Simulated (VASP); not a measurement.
Band structure of Ir (relaxed from the simple-cubic structure, space group Pm-3m). All values below come from PBEsol GGA, VASP's PBE PAW potentials (set 64) (plane waves; VASP).

Unless said otherwise, spin-orbit coupling is left out, though it shifts the bands of the heavy elements here.

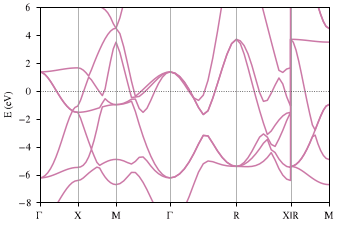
Fig. 1. Bands along high-symmetry lines, zero at the valence-band maximum or, without a gap, the Fermi level

**Question.** Read the plot: is there a gap, and where are the band edges?

**Answer.** It has no gap at this level: it comes out as a metal or semimetal. (Edges off the drawn lines would not show.)

The structure was generated: Ir was put into the simple-cubic type (Pm-3m), which need not be its known phase. It was relaxed first.
